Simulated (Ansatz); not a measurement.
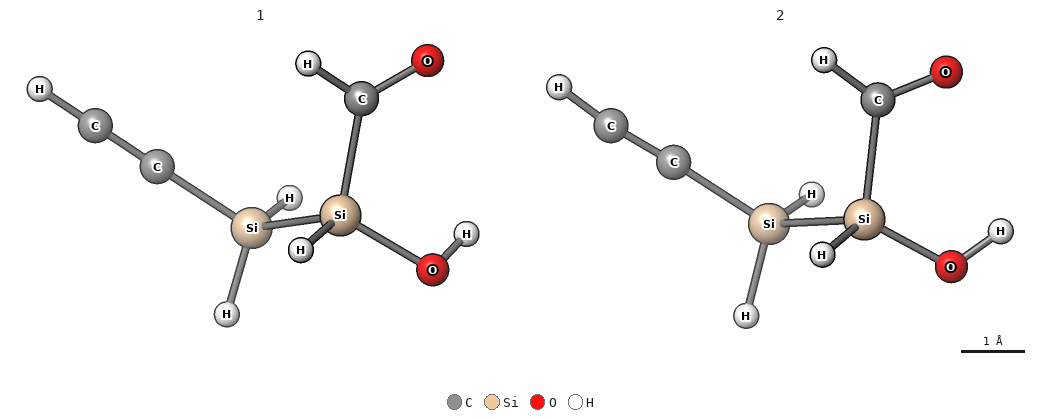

Two geometries of C3H6O2Si2, drawn at one scale. One is the start of a relaxation, the other its converged end. A ball-and-stick model, seen at a tilt.

All numbers below come from RKS PBE0/STO-3G (Ansatz). Set-up: no spin polarisation; force threshold 0.02 eV/Å; at most 40 steps.

Which geometry has the lower energy?

Answer. Structure 1 is the relaxed one. The run prepares the start of a later molecular dynamics calculation, from a guessed geometry. After 12 accepted moves (14 points after the start) the energy has fallen by 19.3 kcal/mol. The largest force component goes from 4.2 to 0.0026 eV/Å. The line search rejected the trial steps at points 9, 11 of the run. The atom that moves furthest after the best rigid fit is an H atom (0.44 Å). Largest moves by element: H 0.44 Å, O 0.20 Å, C 0.10 Å, Si 0.10 Å. Near-neighbour distances that change, for instance: O–Si 1.603 → 1.717 Å, H–Si 1.533 → 1.447 Å, Si–Si 2.328 → 2.275 Å, H–O 0.977 → 1.017 Å. Among the angles between lasting bonds that change: Si–O–H 116.8° → 103.7°, Si–C–O 115.1° → 125.4°, Si–Si–C 102.3° → 109.0°. Groups turn about O–Si by about 35°.

Limits of the set-up: STO-3G is a minimal basis, so the numbers are rough.
